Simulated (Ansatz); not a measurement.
A series of calculations on BH$_{4}$O$_{3}$Cl

Part 1: Relaxation

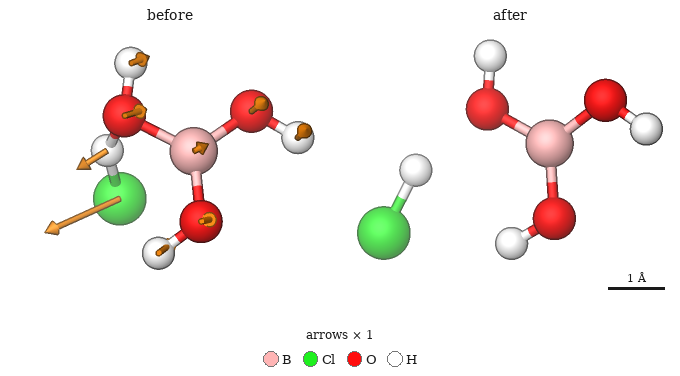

The structure of BH₄O₃Cl (started from a transition state, displaced along its imaginary mode) before (left) and after (right) a relaxation, at one scale. The orange arrows give the displacements, at their true length.

The picture is a ball-and-stick view, seen at a tilt.

Level of theory: RKS PBE0-D4/def2-TZVP (Ansatz 0.2.0).

The input:
```yaml
crystal:
  periodic: [false, false, false]
  atoms:
    - {symbol: B, position_ang: [-0.374836, 0.361538, 0.137122]}
    - {symbol: Cl, position_ang: [1.267049, -1.570938, -1.006072]}
    - {symbol: O, position_ang: [-0.572808, 1.008615, -1.052886]}
    - {symbol: O, position_ang: [-1.346355, -0.338580, 0.763083]}
    - {symbol: H, position_ang: [1.336808, -0.593807, 0.015760]}
    - {symbol: O, position_ang: [0.875835, 0.373317, 0.787558]}
    - {symbol: H, position_ang: [0.201430, 1.120797, -1.613518]}
    - {symbol: H, position_ang: [-2.169952, -0.401414, 0.271355]}
    - {symbol: H, position_ang: [0.782828, 0.040471, 1.697497]}
basis:
  gaussian: {orbitals: def2-TZVP}
hamiltonian: {xc: pbe0, dispersion: d4}
relax: {f_tol: 0.005, max_steps: 200}
```

Run as
```bash
ansatz run in.yaml --threads 4 --pin off --events-out ev --progress --plain --max-ram 9574MiB
```

What changed between the two?

Answer. Cl2 moves most after the best rigid fit: 1.68 Å. By element the largest moves are Cl 1.68 Å, H 1.16 Å, O 0.85 Å, B 0.35 Å. Among the contacts that change: B1–Cl2 2.782 → 3.679 Å, H5–O6 1.320 → 1.807 Å, Cl2–H5 1.416 → 1.304 Å, B1–O6 1.410 → 1.381 Å. Bond angles that change, for instance: B1–O6–H9 110.1° → 113.0°, O4–B1–O6 115.4° → 118.2°, B1–O3–H7 116.4° → 114.2°. Groups turn about B1–O3 by about 25°. The energy falls by 0.693 eV in 18 geometry steps. The largest force component goes from 1.2 to 0.0033 eV/Å. Cost: 46 s on 4 threads of Arm Neoverse V1, on a shared host.

Part 2: Relaxation

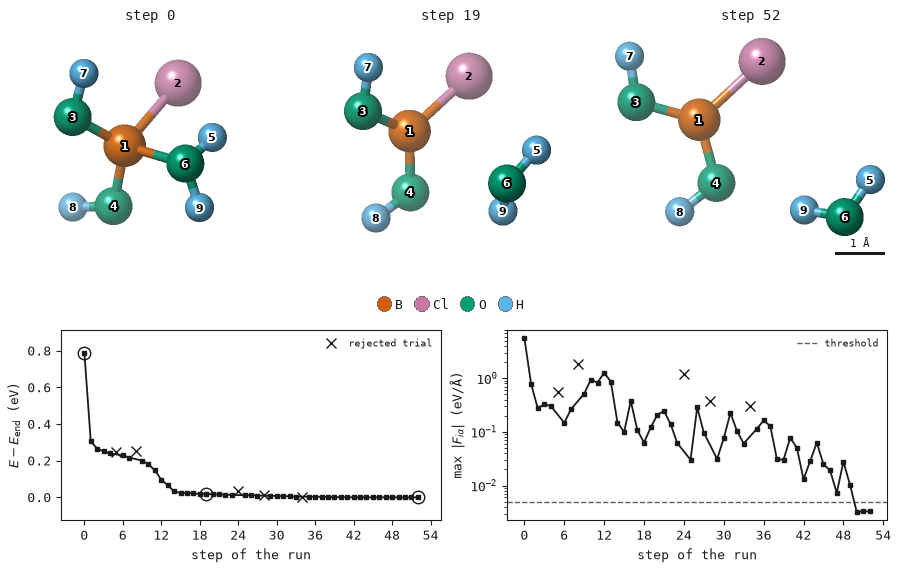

Frames of a relaxation of BH4O3Cl (started from a transition state, displaced along its imaginary mode), marked on the history of the run. The picture is a ball-and-stick view, seen at a tilt.

Level of theory: Ansatz 0.2.0, RKS PBE0-D4/def2-TZVP. (force threshold 0.005 eV/Å; at most 200 steps)

Q: What happens along the run?

A: After 47 accepted moves (52 points after the start) the energy has fallen by 0.789 eV. The largest force component goes from 5.5 to 0.0033 eV/Å. The line search rejected the trial steps at points 5, 8, 24, 28, 34 of the run. The atom that moves furthest after the best rigid fit is O6 (1.65 Å). By element the largest moves are O 1.65 Å, H 1.48 Å, Cl 0.93 Å, B 0.76 Å. Among the contacts that change: B1–O6 1.683 → 3.780 Å, B1–Cl2 1.944 → 1.768 Å, H5–O6 0.861 → 0.959 Å, B1–O3 1.400 → 1.352 Å. Bonds break, among them: B1–O6 (1.68 → 3.78 Å). Among the angles between lasting bonds that change: Cl2–B1–O3 113.0° → 121.7°, B1–O3–H7 109.6° → 114.0°, O3–B1–O4 117.0° → 120.7°. The run took 2 min on 4 threads of Arm Neoverse V1, on a shared host. From step 0 to 19: H and O atoms move most (0.71 Å), energy −0.770 eV. From step 19 to 52: H7 moves most (1.23 Å), energy −0.019 eV.

```json
{"step": "0", "E − E(0), eV": "0.0000", "largest force component, eV/Å": "5.5433", "note": ""}
{"step": "1", "E − E(0), eV": "-0.4834", "largest force component, eV/Å": "0.7903", "note": ""}
{"step": "2", "E − E(0), eV": "-0.5225", "largest force component, eV/Å": "0.2760", "note": ""}
{"step": "3", "E − E(0), eV": "-0.5383", "largest force component, eV/Å": "0.3289", "note": ""}
{"step": "4", "E − E(0), eV": "-0.5493", "largest force component, eV/Å": "0.3013", "note": ""}
{"step": "5", "E − E(0), eV": "-0.5423", "largest force component, eV/Å": "0.5570", "note": "rejected"}
{"step": "6", "E − E(0), eV": "-0.5598", "largest force component, eV/Å": "0.1474", "note": ""}
{"step": "7", "E − E(0), eV": "-0.5718", "largest force component, eV/Å": "0.2646", "note": ""}
{"step": "8", "E − E(0), eV": "-0.5340", "largest force component, eV/Å": "1.8282", "note": "rejected"}
{"step": "9", "E − E(0), eV": "-0.5882", "largest force component, eV/Å": "0.5169", "note": ""}
{"step": "10", "E − E(0), eV": "-0.6084", "largest force component, eV/Å": "0.9449", "note": ""}
{"step": "12", "E − E(0), eV": "-0.6927", "largest force component, eV/Å": "1.2698", "note": ""}
{"step": "14", "E − E(0), eV": "-0.7567", "largest force component, eV/Å": "0.1495", "note": ""}
{"step": "17", "E − E(0), eV": "-0.7677", "largest force component, eV/Å": "0.1075", "note": ""}
{"step": "19", "E − E(0), eV": "-0.7700", "largest force component, eV/Å": "0.1212", "note": ""}
{"step": "21", "E − E(0), eV": "-0.7729", "largest force component, eV/Å": "0.2462", "note": ""}
{"step": "23", "E − E(0), eV": "-0.7761", "largest force component, eV/Å": "0.0620", "note": ""}
{"step": "25", "E − E(0), eV": "-0.7767", "largest force component, eV/Å": "0.0302", "note": ""}
{"step": "28", "E − E(0), eV": "-0.7775", "largest force component, eV/Å": "0.3730", "note": "rejected"}
{"step": "30", "E − E(0), eV": "-0.7816", "largest force component, eV/Å": "0.0765", "note": ""}
{"step": "32", "E − E(0), eV": "-0.7832", "largest force component, eV/Å": "0.1027", "note": ""}
{"step": "34", "E − E(0), eV": "-0.7844", "largest force component, eV/Å": "0.3040", "note": "rejected"}
{"step": "37", "E − E(0), eV": "-0.7864", "largest force component, eV/Å": "0.1285", "note": ""}
{"step": "39", "E − E(0), eV": "-0.7876", "largest force component, eV/Å": "0.0305", "note": ""}
{"step": "41", "E − E(0), eV": "-0.7881", "largest force component, eV/Å": "0.0507", "note": ""}
{"step": "43", "E − E(0), eV": "-0.7885", "largest force component, eV/Å": "0.0286", "note": ""}
{"step": "45", "E − E(0), eV": "-0.7887", "largest force component, eV/Å": "0.0249", "note": ""}
{"step": "48", "E − E(0), eV": "-0.7888", "largest force component, eV/Å": "0.0277", "note": ""}
{"step": "50", "E − E(0), eV": "-0.7888", "largest force component, eV/Å": "0.0032", "note": ""}
{"step": "52", "E − E(0), eV": "-0.7888", "largest force component, eV/Å": "0.0033", "note": ""}
```

Part 3: Reaction

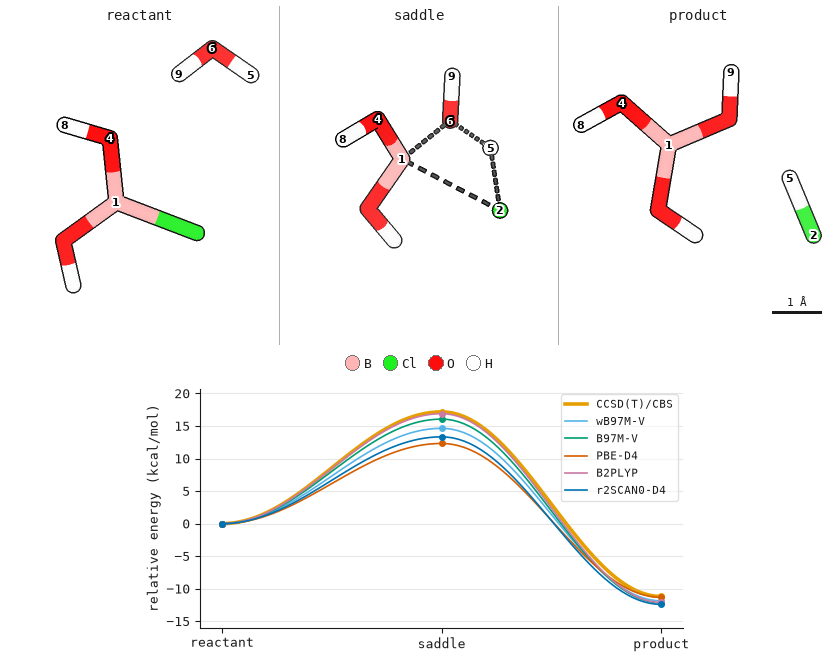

A reaction step of BH4O3Cl, with its energy diagram. A stick model, seen at a tilt. Dashed sticks mark bonds that form or break.

Stationary points at PBE0-D4/def2-TZVP, single-point energies with CCSD(T)/CBS, wB97M-V, B97M-V, PBE-D4, B2PLYP, r2SCAN0-D4 (def2-TZVPP where no basis is named; Ansatz 0.2.0). The energies are electronic, without zero-point or thermal terms, and both ends are the minima reached downhill from the saddle, with any fragments still in contact. CCSD(T)/CBS stands for a frozen-core estimate: MP2 correlation extrapolated from def2-TZVPP and def2-QZVPP, CCSD(T) minus MP2 from the smaller set.

Question: What happens, and what does it cost?

Answer: Counted by bonded pieces, the reactant holds BH₂ClO₂ + H₂O and the product holds BH₃O₃ + HCl. From the reactant over the saddle to the product, bonds form: B–O (3.78 → 1.53 → 1.38 Å), Cl–H (3.45 → 1.73 → 1.30 Å). Bonds break: B–Cl (1.77 → 2.36 → 3.68 Å), H–O (0.96 → 1.08 → 1.81 Å). The saddle has one imaginary mode, 435i cm⁻¹. With CCSD(T)/CBS the barrier is 17.2 kcal/mol from the reactant and 28.4 kcal/mol from the product, and the product lies 11.2 kcal/mol below the reactant.

```
      level  barrier from the reactant (kcal/mol)  barrier from the product (kcal/mol)  the product less the reactant (kcal/mol)
CCSD(T)/CBS                                  17.2                                 28.4                                     −11.2
    wB97M-V                                  14.6                                 26.5                                     −11.9
     B97M-V                                  16.1                                 28.2                                     −12.2
     PBE-D4                                  12.3                                 23.6                                     −11.3
     B2PLYP                                  16.9                                 29.0                                     −12.1
 r2SCAN0-D4                                  13.3                                 25.7                                     −12.4
```

Against CCSD(T)/CBS, B2PLYP comes closest on the barrier from the reactant (−0.3 kcal/mol) and PBE-D4 misses most (−4.9 kcal/mol).

Part 4: Path

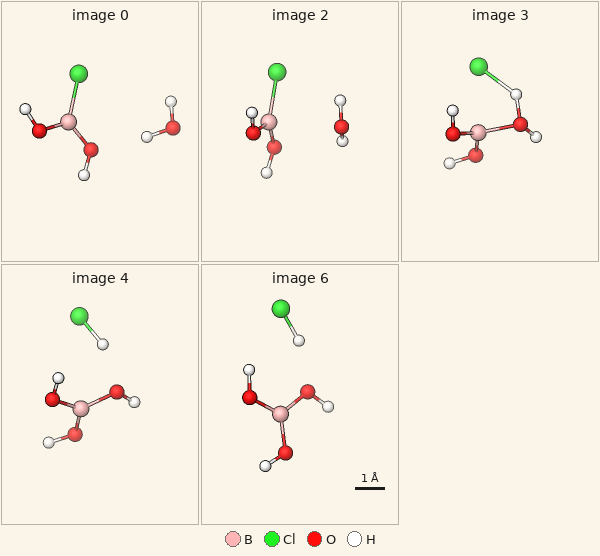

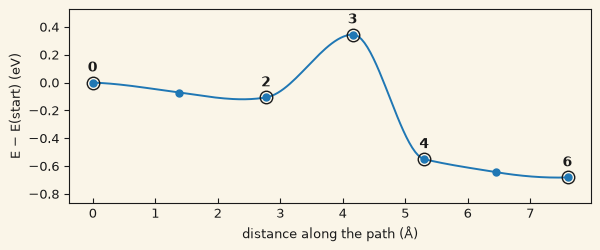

NEB run on BH4O3Cl. Images are numbered from 0 (start) to 6 (end). Style: ball-and-stick. Shown at a tilt.

These are results of Ansatz 0.2.0, RKS PBE0-D4/def2-SVP, not measurements. Settings: 5 movable images; climbing image.

Read off the barrier and say what moves.

Answer. Breaking: B–Cl (1.77 → 3.68 Å), H–O (0.96 → 1.81 Å). Forming: B–O (3.78 → 1.38 Å), Cl–H (3.45 → 1.30 Å). Relative to the start the highest point is image 3 at +0.35 eV and the end lies at −0.68 eV, but the profile dips to −0.11 eV at image 2 on the way, so an end point isn't at the bottom of its valley along this path. The band converged in 20 iterations. The largest component of the band force went from 5.2 to 0.048 eV/Å. The climbing image converged on the top of the path. Its curvatures weren't checked. The largest force component is 0.24 eV/Å at the start and 0.20 eV/Å at the end; an end with forces this large is no minimum, and the barrier measured from it can be far off.

Cost: 2.8 min on 4 threads of Arm Neoverse V1, on a shared host.
